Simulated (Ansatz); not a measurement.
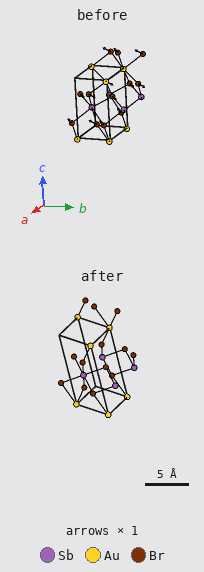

The structure of crystalline SbAuBr₄ (built on the CaPbI4-10 type type) before (top) and after (bottom) a relaxation, at one scale. The blue arrows give the displacements (the part carried along by the change of the cell is left out), at their true length.

Style: ball-and-stick. Shown: the cell of the calculation, slightly off an axis.

Case: shaken.

The calculation used DFT, PBEsol, plane waves, PAW in Ansatz.

The input:
```yaml
crystal:
  lattice:
    - [6.5059942666, 0.0528323431, 0.5823498537]
    - [0.030070147, 3.9584562772, 0.0267752502]
    - [0.6037269902, 0.0549084698, 7.584724364]
  atoms:
    - { symbol: Sb, position: [-0.0067980675, 0.4763942353, 0.5268050638] }
    - { symbol: Au, position: [0.0067003232, -0.0286390431, -0.0224643509] }
    - { symbol: Br, position: [0.2823144992, -0.0151446862, 0.3088447816] }
    - { symbol: Br, position: [0.2087674336, 0.5254953351, 0.7952055031] }
    - { symbol: Br, position: [0.7977180804, 0.4902502114, 0.204138323] }
    - { symbol: Br, position: [0.7080491638, -0.024989031, 0.6718451481] }
kpoints:
  mp_grid: { grid: [4, 4, 2] }
hamiltonian:
  xc: pbesol
scf:
  occupations: { method: fermi_dirac, width: 0.05 }
relax:
  f_tol: 0.01
  cell: {}
  max_steps: 120
```

Launched with:
```bash
ansatz run input.yaml --threads 2 --pin off --max-ram 2211MiB --backend cpu --events-out ev --progress --plain --runs-dir out
```

What changed between the two?

The energy falls by 0.866 eV per cell of the calculation in 28 accepted moves (33 points after the start). Largest force component: 1.7 eV/Å at the start, 0.0083 eV/Å at the end. The pressure goes from −0.75 to 0.01 GPa. The line search rejected the trial steps at points 14, 31 of the run. The SCF was repeated 3 times at an unchanged geometry on a basis and grid sized afresh for the cell, which shifted the energy by 15.3 meV per cell of the calculation at most. The atom that moves furthest relative to the cell is Br5 (1.30 Å roughly along [−1 −3 0]). Largest moves by element: Br 1.30 Å, Sb 0.28 Å, Au 0.16 Å. The volume changes by +2.1 %, with a 6.532 → 6.539 Å (+0.1 %), b 3.959 → 4.020 Å (+1.6 %), c 7.609 → 8.534 Å (+12.2 %), α 89.2° → 117.9°, β 80.3° → 91.7°, γ 89.1° → 91.0°. Among the contacts that change: Au2–Br5 2.768 → 4.666 Å, Au2–Br4 2.805 → 4.658 Å, Au2–Br5 (another image) 2.877 → 2.397 Å, Au2–Br6 3.277 → 3.609 Å. Bonds break, among them: Au2–Br4 (2.81 → 4.66 Å), Au2–Br5 (2.77 → 4.67 Å). Bond angles that change, for instance: Sb1–Br5–Au2 105.7° → 92.0°, Br3–Sb1–Br6 169.9° → 179.9°, Br3–Sb1–Br3 81.6° → 90.9°. The space group stays P1 (No. 1). Cost: 3.1 min on 2 threads of Arm Neoverse V2, with other jobs on the host, peak memory 0.48 GiB.

Limits of the set-up: layers or molecules are held without a dispersion correction, so their spacing is unreliable.
